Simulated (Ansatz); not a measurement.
# KI (Fm-3m): a volume series of phonon spectra, part 3 of 4

Wanted: mode Grüneisen parameters of KI and a free-energy fit over volumes.

What experiment has found for this phase:
- volume expansion coefficient 113.7 1e-6/K near room temperature (given in “Descriptors for thermal expansion in solids”, 2017, arXiv:1701.03966)

Ansatz 0.2.0; DFT LDA, scalar-relativistic, plane waves, PAW.

So far, highest frequency (cm⁻¹): step 6 (phonons, V/V0 1) 146.

## Step 8: Lattice dynamics at this volume, V/V0 1.02

The same q-mesh and k-mesh are kept at every volume, so that much of their error can cancel in the differences.

File input.yaml:

```yaml
crystal:
  lattice:
    - [0.0, 3.4312912476, 3.4312912476]
    - [3.4312912476, 0.0, 3.4312912476]
    - [3.4312912476, 3.4312912476, 0.0]
  atoms:
    - { symbol: K, position: [0.0, 0.0, 0.0] }
    - { symbol: I, position: [0.5, 0.5, 0.5] }
kpoints:
  mp_grid: { grid: [8, 8, 8] }
hamiltonian:
  xc: lda
scf:
  occupations: { method: fixed }
  lower_state_search: "off"
output:
  eigenvalues: true
phonons:
  method: dfpt
  dielectric: true
  rigid_motions: translations
  qmesh: [4, 4, 4]
  temperatures: { t_max: 1000, t_step: 50 }
  qpath:
    path:
      - [[0.0, 0.0, 0.0], [0.5, 0.0, 0.5], [0.625, 0.25, 0.625]]
      - [[0.375, 0.375, 0.75], [0.0, 0.0, 0.0], [0.5, 0.5, 0.5], [0.5, 0.25, 0.75], [0.5, 0.0, 0.5]]
    npoints: 10
```

Launch:

```
> ansatz run input.yaml --threads 4 --pin off --max-ram 16384MiB --backend cpu --events-out ev --progress --plain --runs-dir out
```

Numbers of over 12 decimals in the logs are rounded to 6 here.

The program printed:

```text
[...]
Crystal: 2 atoms, lattice volume = 80.798 Å³
Basis set: ecut = 420 eV, 1591 PW (Γ), exchange–correlation on 72×72×72 points (8 copies of the dense FFT grid, shifted against one another)
Bands: 17, of which v1, the nominal top of the filled ones, is band 13 counted from 1 (12 counted from 0)
Symmetry: 48 space group operations
k-points: 59 of 512 (irreducible under 8 space group operations, time reversal used)
[...]
optical modes at Γ + LO–TO along q̂ = [0.0000, 1.0000, 0.0000]:
      ω (cm⁻¹)  modes    IR ((D/Å)²/amu)
        109.73      2             1.9109
        142.16      1             0.9554
  optical modes at Γ + LO–TO along q̂ = [0.0000, 0.0000, 1.0000]:
      ω (cm⁻¹)  modes    IR ((D/Å)²/amu)
        109.73      2             1.9109
        142.16      1             0.9554
--- Phonons (arbitrary-q DFPT): 8 irreducible q on the 4×4×4 mesh ---
[...]
interpolated dispersion: 63 rows × 6 modes
[...]
[key lines of the parts left out:]
SCF converged after 8 iterations
Free energy (F): -8855.095651 eV
Fermi energy:    2.724521 eV
```

Wall time 3.2 min (4 threads of Arm Neoverse V1, shared host); peak memory 1.7 GiB.

No mode is imaginary beyond numerical noise at the solved wavevectors. The highest zone-centre mode (no LO–TO term) moved by -4.5 % for a volume change of +2.0 %.

## Step 9: Single point at a scaled cell, V/V0 0.98

Symmetry fixes every atom, so a single point at the scaled cell gives the energy and pressure of this member.

The cell differs from the one that the last finished run ended in (a 4.853 → 4.788 Å, b 4.853 → 4.788 Å, c 4.853 → 4.788 Å).

input.yaml, the sections that differ from step 8:

```yaml
crystal:
  lattice:
    - [0.0, 3.3858383295, 3.3858383295]
    - [3.3858383295, 0.0, 3.3858383295]
    - [3.3858383295, 3.3858383295, 0.0]
  atoms:
    - { symbol: K, position: [0.0, 0.0, 0.0] }
    - { symbol: I, position: [0.5, 0.5, 0.5] }
output:
  forces: true
  stress: true
  eigenvalues: true
# kpoints, hamiltonian, scf: as in step 8
# phonons: removed
```

The program printed:

```text
[...]
Crystal: 2 atoms, lattice volume = 77.630 Å³
Basis set: ecut = 420 eV, 1471 PW (Γ)
Bands: 17, of which v1, the nominal top of the filled ones, is band 13 counted from 1 (12 counted from 0)
Symmetry: 48 space group operations
[...]
k-points: 29 of 512
[...]
P = ⅓ Tr σ = 0.3404 GPa (3.404 kbar)
--- Band table (eV; the first three rows and the last of 29) ---
  k-point 0: bands = [... 9 lower, -7.7483, 3.0849, 3.0849, 3.0849, 7.0091, 9.3049, 9.3049, 9.3049]
  k-point 1: bands = [... 9 lower, -7.6491, 2.7384, 3.0063, 3.0063, 7.4600, 9.2430, 9.4967, 9.4967]
  k-point 2: bands = [... 9 lower, -7.4473, 2.0861, 2.8297, 2.8297, 8.1428, 9.5776, 10.0035, 10.0035]
  k-point 28: bands = [... 9 lower, -7.3963, 2.1632, 2.1632, 2.2834, 9.3660, 9.3660, 9.8204, 11.4996]
[key lines of the parts left out:]
SCF converged after 6 iterations
Free energy (F): -8855.095509 eV
Fermi energy:    3.084907 eV
```

Elapsed: 0.83 s, on 4 threads; peak memory 0.34 GiB.

The run ends at a pressure of 0.34 GPa.

## Step 10: Phonons, V/V0 0.98

The same q-mesh and k-mesh are kept at every volume, so that much of their error can cancel in the differences.

input.yaml, the sections that differ from step 9:

```yaml
output:
  eigenvalues: true
phonons:
  method: dfpt
  dielectric: true
  rigid_motions: translations
  qmesh: [4, 4, 4]
  temperatures: { t_max: 1000, t_step: 50 }
  qpath:
    path:
      - [[0.0, 0.0, 0.0], [0.5, 0.0, 0.5], [0.625, 0.25, 0.625]]
      - [[0.375, 0.375, 0.75], [0.0, 0.0, 0.0], [0.5, 0.5, 0.5], [0.5, 0.25, 0.75], [0.5, 0.0, 0.5]]
    npoints: 10
# crystal, kpoints, hamiltonian, scf: as in step 9
```

The program printed:

```text
[...]
Crystal: 2 atoms, lattice volume = 77.630 Å³
Basis set: ecut = 420 eV, 1471 PW (Γ), exchange–correlation on 72×72×72 points (8 copies of the dense FFT grid, shifted against one another)
Bands: 17, of which v1, the nominal top of the filled ones, is band 13 counted from 1 (12 counted from 0)
Symmetry: 48 space group operations
k-points: 59 of 512 (irreducible under 8 space group operations, time reversal used)
[...]
optical modes at Γ + LO–TO along q̂ = [0.0000, 1.0000, 0.0000]:
      ω (cm⁻¹)  modes    IR ((D/Å)²/amu)
        120.18      2             1.8605
        150.13      1             0.9302
  optical modes at Γ + LO–TO along q̂ = [0.0000, 0.0000, 1.0000]:
      ω (cm⁻¹)  modes    IR ((D/Å)²/amu)
        120.18      2             1.8605
        150.13      1             0.9302
--- Phonons (arbitrary-q DFPT): 8 irreducible q on the 4×4×4 mesh ---
[...]
interpolated dispersion: 63 rows × 6 modes
[...]
[key lines of the parts left out:]
SCF converged after 7 iterations
Free energy (F): -8855.095510 eV
Fermi energy:    3.084948 eV
```

Elapsed: 3 min, on 4 threads; peak memory 1.7 GiB; 12 min of CPU time.

No mode is imaginary beyond numerical noise at the solved wavevectors. The highest zone-centre mode (no LO–TO term) moved by +4.6 % for a volume change of -2.0 %.

## Step 11: A cell at another volume, V/V0 1.04

Symmetry fixes every atom, so a single point at the scaled cell gives the energy and pressure of this member.

The cell differs from the one that the last finished run ended in (a 4.788 → 4.884 Å, b 4.788 → 4.884 Å, c 4.788 → 4.884 Å).

input.yaml, the sections that differ from step 10:

```yaml
crystal:
  lattice:
    - [0.0, 3.4535729839, 3.4535729839]
    - [3.4535729839, 0.0, 3.4535729839]
    - [3.4535729839, 3.4535729839, 0.0]
  atoms:
    - { symbol: K, position: [0.0, 0.0, 0.0] }
    - { symbol: I, position: [0.5, 0.5, 0.5] }
output:
  forces: true
  stress: true
  eigenvalues: true
# kpoints, hamiltonian, scf: as in step 10
# phonons: removed
```

The program printed:

```text
[...]
Crystal: 2 atoms, lattice volume = 82.383 Å³
Basis set: ecut = 420 eV, 1639 PW (Γ)
Bands: 17, of which v1, the nominal top of the filled ones, is band 13 counted from 1 (12 counted from 0)
Symmetry: 48 space group operations
[...]
k-points: 29 of 512
[...]
P = ⅓ Tr σ = -0.5694 GPa (-5.694 kbar)
--- Band table (eV; the first three rows and the last of 29) ---
  k-point 0: bands = [... 9 lower, -8.1687, 2.5561, 2.5561, 2.5561, 6.3240, 8.8224, 8.8224, 8.8224]
  k-point 1: bands = [... 9 lower, -8.0985, 2.2434, 2.4889, 2.4889, 6.7512, 8.7493, 9.0035, 9.0035]
  k-point 2: bands = [... 9 lower, -7.9457, 1.6513, 2.3365, 2.3365, 7.4747, 8.9714, 9.4805, 9.4805]
  k-point 28: bands = [... 9 lower, -7.8915, 1.7135, 1.7135, 1.8399, 8.8252, 8.8252, 9.1361, 10.7384]
[key lines of the parts left out:]
SCF converged after 6 iterations
Free energy (F): -8855.091318 eV
Fermi energy:    2.556113 eV
```

Wall time 0.85 s (4 threads); peak memory 0.35 GiB; 2.7 s of CPU time.

The run ends at a pressure of -0.57 GPa.

## Step 12: Lattice dynamics at this volume, V/V0 1.04

The same q-mesh and k-mesh are kept at every volume, so that much of their error can cancel in the differences.

input.yaml, the sections that differ from step 11:

```yaml
output:
  eigenvalues: true
phonons:
  method: dfpt
  dielectric: true
  rigid_motions: translations
  qmesh: [4, 4, 4]
  temperatures: { t_max: 1000, t_step: 50 }
  qpath:
    path:
      - [[0.0, 0.0, 0.0], [0.5, 0.0, 0.5], [0.625, 0.25, 0.625]]
      - [[0.375, 0.375, 0.75], [0.0, 0.0, 0.0], [0.5, 0.5, 0.5], [0.5, 0.25, 0.75], [0.5, 0.0, 0.5]]
    npoints: 10
# crystal, kpoints, hamiltonian, scf: as in step 11
```

The program printed:

```text
[...]
Crystal: 2 atoms, lattice volume = 82.383 Å³
Basis set: ecut = 420 eV, 1639 PW (Γ), exchange–correlation on 72×72×72 points (8 copies of the dense FFT grid, shifted against one another)
Bands: 17, of which v1, the nominal top of the filled ones, is band 13 counted from 1 (12 counted from 0)
Symmetry: 48 space group operations
k-points: 59 of 512 (irreducible under 8 space group operations, time reversal used)
[...]
optical modes at Γ + LO–TO along q̂ = [0.0000, 1.0000, 0.0000]:
      ω (cm⁻¹)  modes    IR ((D/Å)²/amu)
        104.75      2             1.9348
        138.46      1             0.9674
  optical modes at Γ + LO–TO along q̂ = [0.0000, 0.0000, 1.0000]:
      ω (cm⁻¹)  modes    IR ((D/Å)²/amu)
        104.75      2             1.9348
        138.46      1             0.9674
--- Phonons (arbitrary-q DFPT): 8 irreducible q on the 4×4×4 mesh ---
[...]
interpolated dispersion: 63 rows × 6 modes
[...]
[key lines of the parts left out:]
SCF converged after 8 iterations
Free energy (F): -8855.091318 eV
Fermi energy:    2.556103 eV
```

Wall time 3.2 min (4 threads); peak memory 1.7 GiB; 13 min of CPU time.

No mode is imaginary beyond numerical noise at the solved wavevectors. The highest zone-centre mode (no LO–TO term) moved by -8.8 % for a volume change of +4.0 %.

## Step 13: Single point at a scaled cell, V/V0 1.06

Symmetry fixes every atom, so a single point at the scaled cell gives the energy and pressure of this member.

The cell differs from the one that the last finished run ended in (a 4.884 → 4.915 Å, b 4.884 → 4.915 Å, c 4.884 → 4.915 Å).

input.yaml, the sections that differ from step 12:

```yaml
crystal:
  lattice:
    - [0.0, 3.4755708572, 3.4755708572]
    - [3.4755708572, 0.0, 3.4755708572]
    - [3.4755708572, 3.4755708572, 0.0]
  atoms:
    - { symbol: K, position: [0.0, 0.0, 0.0] }
    - { symbol: I, position: [0.5, 0.5, 0.5] }
output:
  forces: true
  stress: true
  eigenvalues: true
# kpoints, hamiltonian, scf: as in step 12
# phonons: removed
```

The program printed:

```text
[...]
Crystal: 2 atoms, lattice volume = 83.967 Å³
Basis set: ecut = 420 eV, 1639 PW (Γ)
Bands: 17, of which v1, the nominal top of the filled ones, is band 13 counted from 1 (12 counted from 0)
Symmetry: 48 space group operations
[...]
k-points: 29 of 512
[...]
P = ⅓ Tr σ = -0.8067 GPa (-8.067 kbar)
--- Band table (eV; the first three rows and the last of 29) ---
  k-point 0: bands = [... 9 lower, -8.2978, 2.3949, 2.3949, 2.3949, 6.1158, 8.6730, 8.6730, 8.6730]
  k-point 1: bands = [... 9 lower, -8.2348, 2.0925, 2.3310, 2.3310, 6.5352, 8.5968, 8.8507, 8.8507]
  k-point 2: bands = [... 9 lower, -8.0955, 1.5188, 2.1857, 2.1857, 7.2662, 8.7887, 9.3185, 9.3185]
  k-point 28: bands = [... 9 lower, -8.0410, 1.5768, 1.5768, 1.7044, 8.6577, 8.6577, 8.9241, 10.5019]
[key lines of the parts left out:]
SCF converged after 6 iterations
Free energy (F): -8855.084490 eV
Fermi energy:    2.394949 eV
```

The job ended after 0.88 s (4 threads; peak memory 0.35 GiB).

The run ends at a pressure of -0.81 GPa.

## Step 14: Lattice dynamics at this volume, V/V0 1.06

Phonons at this volume give one point of F(V, T); meshes stay fixed along the series.

input.yaml, the sections that differ from step 13:

```yaml
output:
  eigenvalues: true
phonons:
  method: dfpt
  dielectric: true
  rigid_motions: translations
  qmesh: [4, 4, 4]
  temperatures: { t_max: 1000, t_step: 50 }
  qpath:
    path:
      - [[0.0, 0.0, 0.0], [0.5, 0.0, 0.5], [0.625, 0.25, 0.625]]
      - [[0.375, 0.375, 0.75], [0.0, 0.0, 0.0], [0.5, 0.5, 0.5], [0.5, 0.25, 0.75], [0.5, 0.0, 0.5]]
    npoints: 10
# crystal, kpoints, hamiltonian, scf: as in step 13
```

The program printed:

```text
[...]
Crystal: 2 atoms, lattice volume = 83.967 Å³
Basis set: ecut = 420 eV, 1639 PW (Γ), exchange–correlation on 72×72×72 points (8 copies of the dense FFT grid, shifted against one another)
Bands: 17, of which v1, the nominal top of the filled ones, is band 13 counted from 1 (12 counted from 0)
Symmetry: 48 space group operations
k-points: 59 of 512 (irreducible under 8 space group operations, time reversal used)
[...]
optical modes at Γ + LO–TO along q̂ = [0.0000, 1.0000, 0.0000]:
      ω (cm⁻¹)  modes    IR ((D/Å)²/amu)
         99.90      2             1.9578
        134.92      1             0.9789
  optical modes at Γ + LO–TO along q̂ = [0.0000, 0.0000, 1.0000]:
      ω (cm⁻¹)  modes    IR ((D/Å)²/amu)
         99.90      2             1.9578
        134.92      1             0.9789
--- Phonons (arbitrary-q DFPT): 8 irreducible q on the 4×4×4 mesh ---
[...]
interpolated dispersion: 63 rows × 6 modes
[...]
[key lines of the parts left out:]
SCF converged after 8 iterations
Free energy (F): -8855.084490 eV
Fermi energy:    2.394937 eV
```

The job ended after 3.2 min (4 threads; peak memory 1.8 GiB).

LO-TO term included. The phonon branches at the labelled points (cm⁻¹):

| point | branch 1 | branch 2 | branch 3 | branch 4 | branch 5 | branch 6 |
| --- | --- | --- | --- | --- | --- | --- |
| Γ | 0 | 0 | 0 | 100 | 100 | 135 |
| X | 30 | 30 | 49 | 103 | 103 | 108 |
| U | 42 | 46 | 50 | 98 | 106 | 107 |
| jump to K | 42 | 46 | 50 | 98 | 106 | 107 |
| Γ | 0 | 0 | 0 | 100 | 100 | 135 |
| L | 52 | 52 | 64 | 90 | 90 | 128 |
| W | 42 | 42 | 56 | 99 | 105 | 105 |
| X | 30 | 30 | 49 | 103 | 103 | 108 |

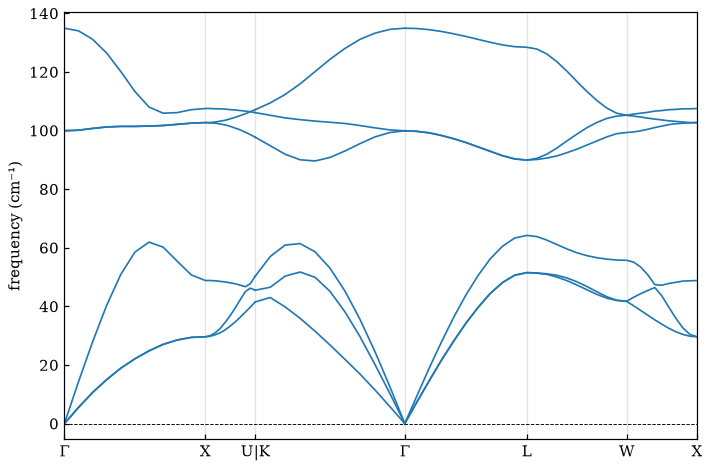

Phonon branches along the path.

No mode is imaginary beyond numerical noise at the solved wavevectors. The highest zone-centre mode (no LO–TO term) moved by -13.0 % for a volume change of +6.0 %.

## Step 15: Single point at a scaled cell, V/V0 1.085

Symmetry fixes every atom, so a single point at the scaled cell gives the energy and pressure of this member.

The cell differs from the one that the last finished run ended in (a 4.915 → 4.954 Å, b 4.915 → 4.954 Å, c 4.915 → 4.954 Å).

input.yaml, the sections that differ from step 14:

```yaml
crystal:
  lattice:
    - [0.0, 3.5026824898, 3.5026824898]
    - [3.5026824898, 0.0, 3.5026824898]
    - [3.5026824898, 3.5026824898, 0.0]
  atoms:
    - { symbol: K, position: [0.0, 0.0, 0.0] }
    - { symbol: I, position: [0.5, 0.5, 0.5] }
output:
  forces: true
  stress: true
  eigenvalues: true
# kpoints, hamiltonian, scf: as in step 14
# phonons: removed
```

The program printed:

```text
[...]
Crystal: 2 atoms, lattice volume = 85.947 Å³
Basis set: ecut = 420 eV, 1687 PW (Γ)
Bands: 17, of which v1, the nominal top of the filled ones, is band 13 counted from 1 (12 counted from 0)
Symmetry: 48 space group operations
[...]
k-points: 29 of 512
[...]
P = ⅓ Tr σ = -1.0657 GPa (-10.657 kbar)
--- Band table (eV; the first three rows and the last of 29) ---
  k-point 0: bands = [... 9 lower, -8.4522, 2.2031, 2.2031, 2.2031, 5.8681, 8.4936, 8.4936, 8.4936]
  k-point 1: bands = [... 9 lower, -8.3969, 1.9128, 2.1429, 2.1429, 6.2780, 8.4140, 8.6673, 8.6673]
  k-point 2: bands = [... 9 lower, -8.2726, 1.3609, 2.0059, 2.0059, 7.0152, 8.5721, 9.1239, 9.1239]
  k-point 28: bands = [... 9 lower, -8.2184, 1.4142, 1.4142, 1.5426, 8.4565, 8.4565, 8.6695, 10.2177]
[key lines of the parts left out:]
SCF converged after 6 iterations
Free energy (F): -8855.072876 eV
Fermi energy:    2.203053 eV
```

Run time: 0.85 s. Hardware: 4 threads; peak memory 0.35 GiB.

The run ends at a pressure of -1.07 GPa.

## Step 16: Phonons, V/V0 1.085

The same q-mesh and k-mesh are kept at every volume, so that much of their error can cancel in the differences.

input.yaml, the sections that differ from step 15:

```yaml
output:
  eigenvalues: true
phonons:
  method: dfpt
  dielectric: true
  rigid_motions: translations
  qmesh: [4, 4, 4]
  temperatures: { t_max: 1000, t_step: 50 }
  qpath:
    path:
      - [[0.0, 0.0, 0.0], [0.5, 0.0, 0.5], [0.625, 0.25, 0.625]]
      - [[0.375, 0.375, 0.75], [0.0, 0.0, 0.0], [0.5, 0.5, 0.5], [0.5, 0.25, 0.75], [0.5, 0.0, 0.5]]
    npoints: 10
# crystal, kpoints, hamiltonian, scf: as in step 15
```

The program printed:

```text
[...]
Crystal: 2 atoms, lattice volume = 85.947 Å³
Basis set: ecut = 420 eV, 1687 PW (Γ), exchange–correlation on 72×72×72 points (8 copies of the dense FFT grid, shifted against one another)
Bands: 17, of which v1, the nominal top of the filled ones, is band 13 counted from 1 (12 counted from 0)
Symmetry: 48 space group operations
k-points: 59 of 512 (irreducible under 8 space group operations, time reversal used)
[...]
optical modes at Γ + LO–TO along q̂ = [0.0000, 1.0000, 0.0000]:
      ω (cm⁻¹)  modes    IR ((D/Å)²/amu)
         94.04      2             1.9854
        130.73      1             0.9927
  optical modes at Γ + LO–TO along q̂ = [0.0000, 0.0000, 1.0000]:
      ω (cm⁻¹)  modes    IR ((D/Å)²/amu)
         94.04      2             1.9854
        130.73      1             0.9927
--- Phonons (arbitrary-q DFPT): 8 irreducible q on the 4×4×4 mesh ---
[...]
interpolated dispersion: 63 rows × 6 modes
[...]
[key lines of the parts left out:]
SCF converged after 8 iterations
Free energy (F): -8855.072876 eV
Fermi energy:    2.203024 eV
```

Elapsed: 3.2 min, on 4 threads; peak memory 1.8 GiB; 13 min of CPU time.

LO-TO term included. Phonon branches along the path, in cm⁻¹:

| point | branch 1 | branch 2 | branch 3 | branch 4 | branch 5 | branch 6 |
| --- | --- | --- | --- | --- | --- | --- |
| Γ | 0 | 0 | 0 | 94 | 94 | 131 |
| X | 30 | 30 | 49 | 96 | 96 | 101 |
| U | 40 | 46 | 49 | 92 | 100 | 102 |
| jump to K | 40 | 46 | 49 | 92 | 100 | 102 |
| Γ | 0 | 0 | 0 | 94 | 94 | 131 |
| L | 49 | 49 | 62 | 85 | 85 | 124 |
| W | 42 | 42 | 53 | 95 | 99 | 99 |
| X | 30 | 30 | 49 | 96 | 96 | 101 |

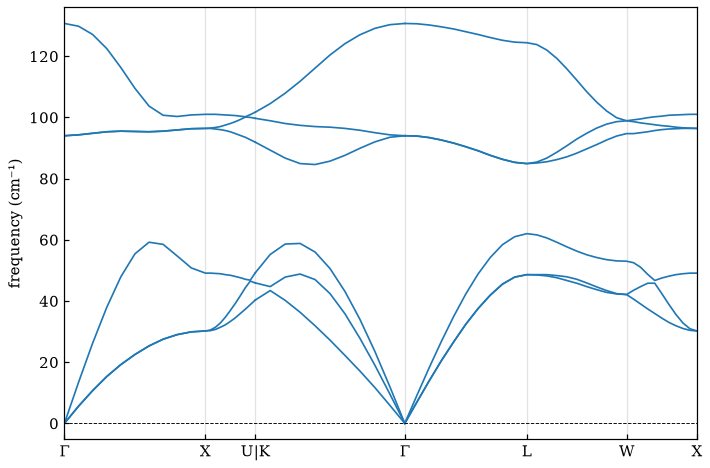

Phonon branches along the path.

No mode is imaginary beyond numerical noise at the solved wavevectors. The highest zone-centre mode (no LO–TO term) moved by -18.1 % for a volume change of +8.5 %.

(Continued in part 4 of 4.)

[Logs are printed without paths, hosts, clocks, repeated set-up lines and the standing remarks that a program may print on its own settings, such as how far it seeks lower states.]

[Hosts, paths, dates, database ids (printed as entryN), source tags and the programs' standing remarks are cut or masked in the printed files.]

[A step with changed settings may run another functional than the one named; its input shows which.]

[Of the runs on displaced cells, only some may be shown.]
